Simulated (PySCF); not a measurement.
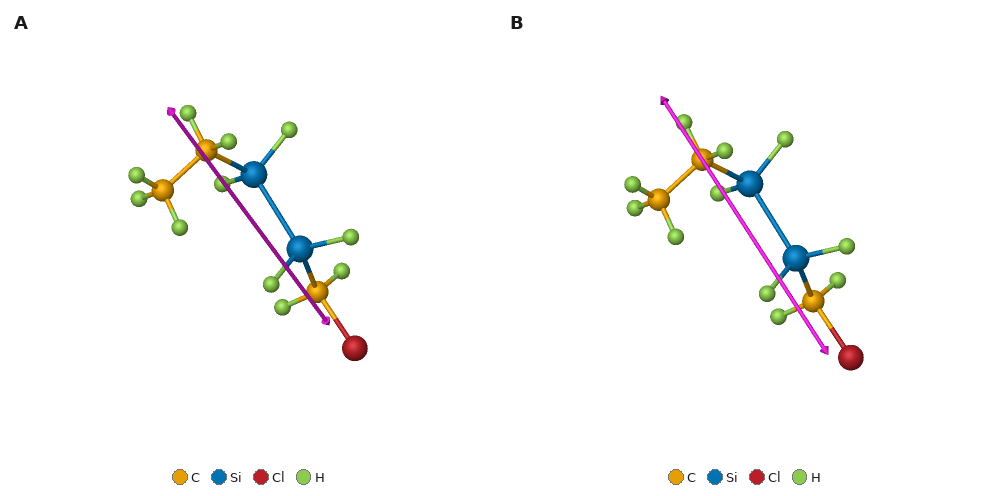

The double arrows show the directions of two transition dipoles from the ground state (lengths mean nothing). The geometry was computed by an optimisation with GFN2-xTB. No frequency run is at hand to confirm it as a minimum. Properties computed with TDDFT CAM-B3LYP/def2-SVPD, vertical, gas phase, core orbitals frozen in the response (PySCF 2.14.0).

> One belongs to singlet state 1 and one to singlet state 3. Which is which?

A: state 1, 6.38 eV (194 nm), oscillator strength 0.065, mainly HOMO → LUMO (weight 0.80).
B: state 3, 7.03 eV (176 nm), oscillator strength 0.021, of mixed character, with the largest part HOMO → LUMO+2 (weight 0.29).

The geometry is semi-empirical. Around Si such bond lengths and angles can be off by a tenth of an ångström or more and by several degrees, and values that hang on the shape move with them.
